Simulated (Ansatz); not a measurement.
# BH2Br (SMILES BBr) at 6 levels

We compute a comparison of 6 runs (UHF/STO-3G, CAM-B3LYP/STO-3G, PBE0/STO-3G, UPBE0/STO-3G, wB97X/STO-3G, CCSDT(Q)/STO-3G) of BH2Br. 

The calculation is run with Ansatz 0.2.0.

61 further runs of the same task are left out: 2 that didn't finish, 59 set aside as unsound or not needed.

### 1 The structure to begin with

BH2Br has 4 atoms, charge 0, and is taken as a singlet. SMILES: `BBr`. The H3–B1 distance was set to 2.377 Å, away from the relaxed value. At this shape a bond of the SMILES string is far longer than usual.

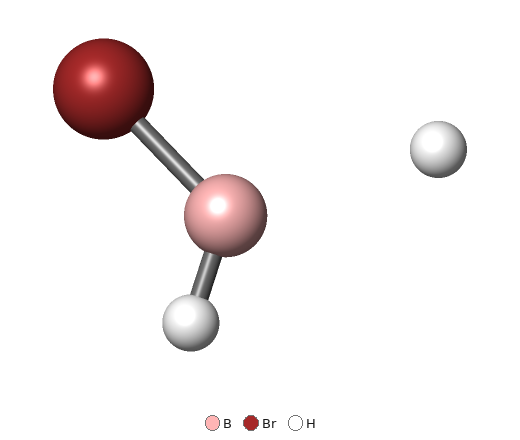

The structure, seen from a chosen angle (boron pink, bromine red, hydrogen white).

### 2 The energy at UHF/STO-3G (run 1)

in.yaml reads:

```yaml
crystal:
  periodic: [false, false, false]
  atoms:
    - {symbol: B, position_ang: [0.803422, 0.667315, -0.385507]}
    - {symbol: Br, position_ang: [2.427422, 0.278915, 0.502193]}
    - {symbol: H, position_ang: [-1.111200, -0.617300, 0.191700]}
    - {symbol: H, position_ang: [0.807822, 1.537715, -1.194507]}
basis:
  gaussian: {orbitals: STO-3G}
magnetization: {spin_polarized: true}
hamiltonian: {xc: hf}
accuracy: high
```

Run with:

```bash
ansatz run in.yaml --threads 1 --pin off --max-ram 2610MiB --events-out events.jsonl --progress --plain --runs-dir runs
```

The program printed:

```text
Warning: RAYON_NUM_THREADS=1 ignored (pool sized by the plan → 1); use --threads N
Functional definition: HF
  name "HF"
  exchange = exact_x
  correlation = 0
340 factors; integrals over basis functions are off by at most 4.6e-8 eV
mean field evaluation 1: about -69927.5476 eV, gradient 1.7e1 eV
mean field evaluation 2: about -69927.5640 eV, gradient 1.7e1 eV
mean field evaluation 4: about -69931.7508 eV, gradient 1.3e0 eV
mean field evaluation 8: about -69931.7711 eV, gradient 2.7e-2 eV
mean field evaluation 16: about -69934.2847 eV, gradient 1.3e-1 eV
mean field evaluation 32: about -69934.2587 eV, gradient 5.3e-5 eV
mean field -69934.25868947 eV, -2570.0366036948 hartree, gradient 2.3e-8 eV, S^2 0.884155; 5 other end points of the search recorded, 0 dependent functions left out
reference -69934.25868947 eV, -2570.0366036948 hartree; 21, 21 occupied and 4, 4 virtual orbitals, 340 factors
Total energy: -69934.25868947 eV, -2570.0366036948 hartree
```

Run time: 0.36 s. Hardware: 1 thread of Arm Neoverse V2, shared host.

### 3 The energy at CAM-B3LYP/STO-3G (run 2)

run.yaml reads:

```yaml
basis:
  gaussian:
    orbitals: STO-3G
crystal:
  periodic: [false, false, false]
  atoms:
    - {symbol: B, position_ang: [0.803422, 0.667315, -0.385507]}
    - {symbol: Br, position_ang: [2.427422, 0.278915, 0.502193]}
    - {symbol: H, position_ang: [-1.111200, -0.617300, 0.191700]}
    - {symbol: H, position_ang: [0.807822, 1.537715, -1.194507]}
hamiltonian:
  xc: {name: CAM-B3LYP}
accuracy: high
```

Run with:

```bash
ansatz run run.yaml --threads 1 --pin off --max-ram 2610MiB --events-out events.jsonl --progress --plain --runs-dir runs
```

The program printed:

```text
Warning: RAYON_NUM_THREADS=1 ignored (pool sized by the plan → 1); use --threads N
Functional definition: CAM-B3LYP
  name "CAM-B3LYP"
  parameter alpha = 0.19
  parameter beta = 0.46
  parameter omega = 0.33/bohr
  parameter ac = 0.81
  exchange = (1 - alpha - beta)*b88_x + beta*b88_x_sr(omega) + alpha*exact_x + beta*exact_x_lr(omega)
  correlation = (1 - ac)*vwn5_c + ac*lyp_c
340 factors; integrals over basis functions are off by at most 4.6e-8 eV
132 factors; integrals over basis functions are off by at most 1.4e-9 eV
mean field evaluation 1: about -69972.2440 eV, gradient 2.5e1 eV
mean field evaluation 2: about -69967.3754 eV, gradient 3.9e1 eV
mean field evaluation 4: about -69976.3115 eV, gradient 8.9e-1 eV
mean field evaluation 8: about -69976.2653 eV, gradient 6.9e-3 eV
mean field evaluation 16: about -69976.2653 eV, gradient 2.7e-8 eV
mean field -69976.26526957 eV, -2571.5803170404 hartree, gradient 2.6e-8 eV, S^2 0.000000; 0 other end points of the search recorded, 0 dependent functions left out
reference -69976.26528213 eV, -2571.5803175022 hartree; 21, 21 occupied and 4, 4 virtual orbitals, 340 factors
Total energy: -69976.26528213 eV, -2571.5803175022 hartree
```

It took 1.1 s on 1 thread of Arm Neoverse V2, shared host; peak memory 0.092 GiB.

Runs 3 to 5 aren't shown in full; the table further down has their settings and results.

### 4 A single-point energy at CCSDT(Q)/STO-3G (run 6)

run.yaml, as its differences from that of step 3:

```diff
@@ -1,4 +1 @@
-basis:
-  gaussian:
-    orbitals: STO-3G
 crystal:
@@ -10,4 +7,10 @@
     - {symbol: H, position_ang: [0.807822, 1.537715, -1.194507]}
-hamiltonian:
-  xc: {name: CAM-B3LYP}
+basis:
+  gaussian:
+    orbitals: STO-3G
+correlation:
+  method: ccsdt_q
+  frozen_orbitals: {B: 1, Br: 9, H: 0}
+scf:
+  omitted_lower_state_checks: [cluster_reference, increment]
 accuracy: high
```

Run with:

```bash
ansatz run run.yaml --threads 1 --pin off --max-ram 2610MiB --events-out events.jsonl --progress --plain --runs-dir runs
```

The program printed, cut to the lines that bear on the results:

```text
Warning: RAYON_NUM_THREADS=1 ignored (pool sized by the plan → 1); use --threads N
Functional definition: HF
  name "HF"
[...]
340 factors; integrals over basis functions are off by at most 4.6e-8 eV
[...]
mean field -69931.77111523 eV, -2569.9451870278 hartree, gradient 1.3e-8 eV, S^2 0.000000; 0 other end points of the search recorded, 0 dependent functions left out; unrestricted orbitals would lower it
10 core orbitals not correlated: weight in the atoms' cores, before any rotation towards them, 1.000 or more for the frozen orbitals, at most 0.000 for the correlated occupied ones
reference -69931.77111523 eV, -2569.9451870278 hartree; 11, 11 occupied and 4, 4 virtual orbitals, 340 factors
second order -2.72176354 eV of doubles, -0.00000000 eV of singles
cycle   1  -3.02351024 eV  change   -9.3e-1 eV  update   1.3e-1
[...]
cycle  31  -4.37061180 eV  change  -7.8e-10 eV  update  9.0e-10
perturbative correction -0.00103819 eV, -0.0000381528 hartree
WARN: these amplitudes may be one of several solutions (largest doubles amplitude 0.47, level shift 4.49 eV)
Total energy: -69936.14276522 eV, -2570.1058422018 hartree
Checks for a lower state left out: cluster_reference, increment
```

Run time: 0.48 s. Hardware: 1 thread of Arm Neoverse V2, shared host.

### 5 Overview of the runs

| run | level | frozen core orbitals | energy (Eh) | wall time |
| --- | --- | --- | --- | --- |
| 1 | UHF/STO-3G | – | -2570.036604 | 0.36 s |
| 2 | CAM-B3LYP/STO-3G | – | -2571.580318 | 1.1 s |
| 3 | PBE0/STO-3G | – | -2571.282444 | 0.97 s |
| 4 | UPBE0/STO-3G | – | -2571.299189 | 4.2 s |
| 5 | wB97X/STO-3G | – | -2571.595676 | 4.5 s |
| 6 | CCSDT(Q)/STO-3G | 10 | -2570.105842 | 0.48 s |

### 6 Outcome

```
                                           quantity           value
                                run 6: total energy  -2570.10584 Eh
run 6: correlation energy (10 core orbitals frozen)      -160.7 mEh
                               run 6: T1 diagnostic           0.016
```

Totals of different functionals can't be ranked against each other. In run 6 the log says that unrestricted orbitals would lower the reference, so the values rest on an unstable closed-shell determinant (other closed-shell runs at this shape may share the fault). In runs 1, 2, 3, 4, 5, 6 the basis is minimal, so the values are rough. Spin contamination of the reference: run 1 ⟨S²⟩ = 0.88, run 4 ⟨S²⟩ = 0.66. Where it is this large, the reference is a mixture of spin states, and values that rest on it are in doubt. All runs together took 12 s, the longest 4.5 s.
